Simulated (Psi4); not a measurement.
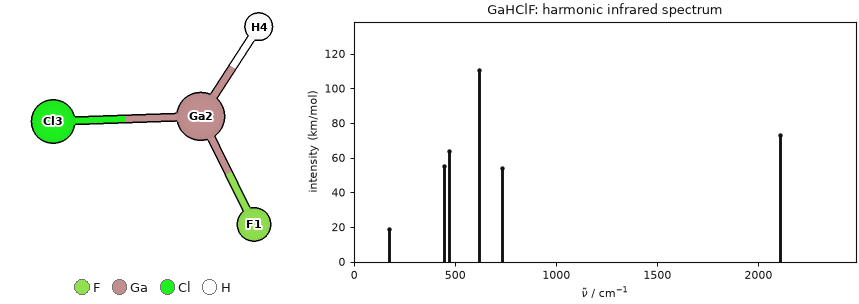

Infrared spectrum of GaHClF, SMILES [F][GaH][Cl], singlet. Unscaled harmonic wavenumbers and double-harmonic intensities, ωB97X-D/def2-SVP (dispersion in the functional's name) with Psi4, at a geometry relaxed at this level, isolated molecule.

Which lines are the most intense?

Answer. 617.4 cm⁻¹ (110.7 km/mol), 2105.7 cm⁻¹ (72.9 km/mol) and 471.1 cm⁻¹ (63.5 km/mol).

List the modes.

Answer.
| cm⁻¹ | km/mol |
| --- | --- |
| 173.9 | 18.8 |
| 442.1 | 55.4 |
| 471.1 | 63.5 |
| 617.4 | 110.7 |
| 730.4 | 53.7 |
| 2105.7 | 72.9 |

Known limits of this run: double-zeta basis.
